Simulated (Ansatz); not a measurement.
The calculation's input:

```
crystal:
  periodic: [false, false, false]
  atoms:
    - {symbol: C, position_ang: [2.106470, -0.629370, 1.301574]}
    - {symbol: B, position_ang: [1.347239, -0.944007, 0.169917]}
    - {symbol: Cl, position_ang: [0.203829, -1.340065, -1.028691]}
    - {symbol: Ga, position_ang: [3.808549, -0.415968, 0.639951]}
basis:
  gaussian:
    orbitals: def2-TZVPD
total_charge: 0
magnetization:
  spin_polarized: true
  initial_magnetization: 1
hamiltonian:
  xc: {name: PBE0}
output: {forces: true, orbitals: {seedname: orbitals}}
```

Command:

```sh
ansatz run input.yaml --threads 1 --pin off --max-ram 2610MiB --events-out events.jsonl --progress --plain --runs-dir runs
```

Geometry: PBE0-D3(BJ)/def2-SVP.

Method: Ansatz, isolated molecule in a Gaussian basis; Kohn-Sham density functional theory, functional PBE0.

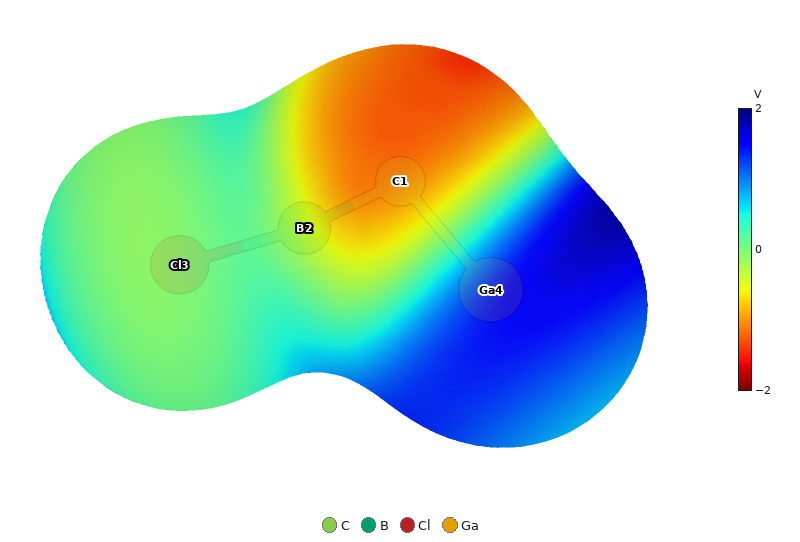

CBClGa (doublet). The molecular electrostatic potential painted on the density surface at 0.002 e/bohr³, seen across its widest extent; the colour scale runs from red (negative) to blue (positive).

Question: Which sites attract a positive test charge, and which a negative one?

Answer: A positive charge is drawn to the negative regions and a negative charge to the positive ones. The most negative region (about −1.4 V) lies over C1, the most positive (about +1.8 V) over Ga4. Cl3 shows a σ-hole: about +0.7 V at the tip opposite its bond, against about 0.0 V on its flanks.
